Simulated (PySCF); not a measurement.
# C₃H₇FOSi (SMILES C/C(F)=C/O[SiH3]): what the fields show

Input

```
{"job": {"kind": "nmr", "xc": "PBE0", "basis": "pcSseg-1"}, "charge": 0, "multiplicity": 1}
C     -2.278799     0.446625    -0.335671
C     -0.821716     0.204752    -0.237550
F     -0.119772     1.254022     0.249755
C     -0.158760    -0.908514    -0.568041
O      1.166407    -1.109847    -0.472384
Si     2.411740    -0.103202     0.047810
H     -2.487598     1.318366    -0.976982
H     -2.787793    -0.428360    -0.760678
H     -2.711854     0.655568     0.656499
H     -0.710780    -1.766078    -0.961356
H      2.530468     1.110128    -0.809456
H      2.253748     0.273120     1.481054
H      3.627175    -0.946595    -0.114143
```

Launched as:

```sh
OMP_NUM_THREADS=1 python probes_run.py task.json out
```

Geometry: PBE0-D3(BJ)/def2-SVP.

Level of theory: PySCF, PBE0/pcSseg-1, SCF density, gas phase, non-relativistic.

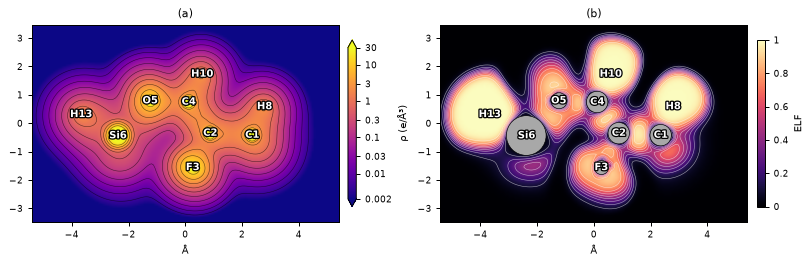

Figure 1. (a) total electron density; (b) electron localisation function on the plane of atoms C1, C2 and C4. Grey discs cover the atomic cores in the ELF map.

Question: Interpret the plot.

Answer: The section cuts through C, F, O, Si and H sites. C–C (1.34 Å): ρ is about 2.3 e/Å³ halfway; the ELF peaks at about 0.90 between the atoms: a multiple bond. C–O (1.34 Å): ρ is about 2.3 e/Å³ halfway; the ELF peaks at about 0.85 between the atoms; a polar covalent bond. C–F (1.35 Å): the density is about 2.2 e/Å³ at the midpoint, with its minimum of 1.7 e/Å³ about 0.5 Å from C; the ELF peaks at about 0.85 between the atoms (a shared but strongly polarised pair). Si–O (1.68 Å): the density is about 1 e/Å³ at the midpoint; the ELF peaks at about 0.85 between the atoms, as expected for a shared but strongly polarised pair. C–H (1.09 Å): ρ is about 2 e/Å³ halfway; the ELF climbs to about 1 towards the hydrogen, as it does in any bond to H (a covalent bond by its length). The ELF also peaks beside O5, away from the bonds: lone-pair regions.

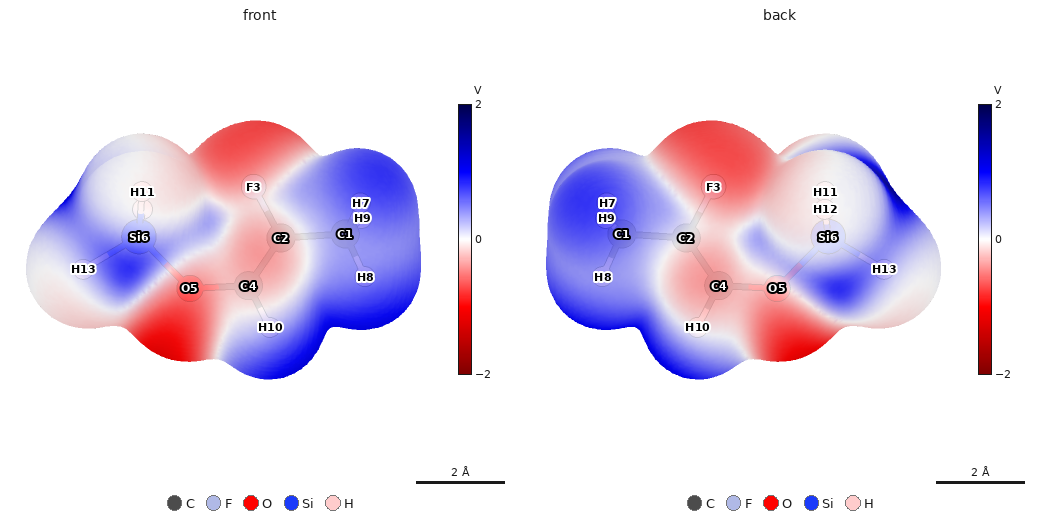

Figure 2. The molecular electrostatic potential painted on the density surface at 0.002 e/bohr³, seen from the front and from behind; the colour scale runs from red (negative) to blue (positive).

Question: Which sites attract a positive test charge, and which a negative one?

Answer: A positive charge is drawn to the negative regions and a negative charge to the positive ones. The most negative region (about −1.1 V, or −25 kcal/mol for a unit charge) lies over O5, the most positive (about +1.5 V, or +35 kcal/mol for a unit charge) over Si6. O5 is the likeliest acceptor of a hydrogen bond.

Question: What dipole moment does the calculation give?

Answer: Its dipole moment is 1.43 D.
